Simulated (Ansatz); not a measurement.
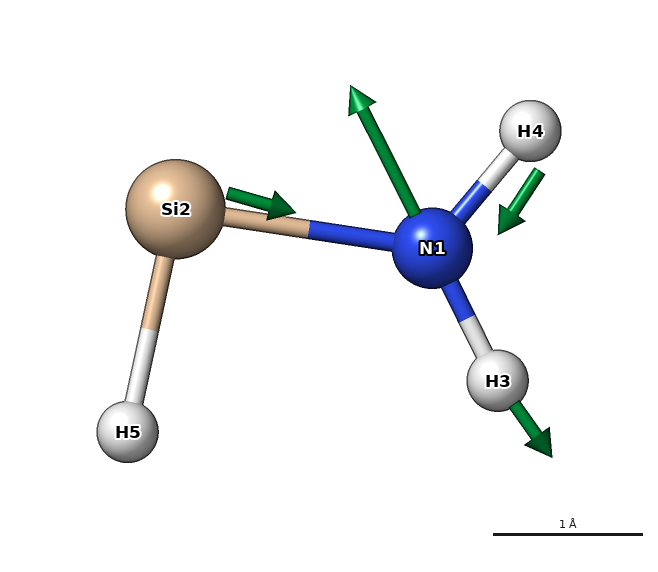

Arrows show the forces on the atoms, 0.6 Å of arrow for 1 eV/Å; forces under a tenth of the largest aren't drawn. Level of theory: RHF-CCSD(T) (frozen core)/def2-TZVPP (Ansatz 0.2.0).

Question: On which atom is the force largest, and how large is it?

Answer: On N1: 1.64 eV/Å.

Question: Which bond do the forces act along most?

Answer: N1–H3, now 0.992 Å: the forces push its atoms apart, so a first step downhill lengthens it.

List the force components in the frame of the picture (x right, y up, z towards the viewer), in eV/Å.

```tsv
atom	Fx	Fy	Fz
N1	−0.73	1.46	0.02
Si2	0.78	−0.22	−0.02
H3	0.43	−0.61	0.00
H4	−0.47	−0.72	0.01
H5	0.00	0.09	−0.02
```
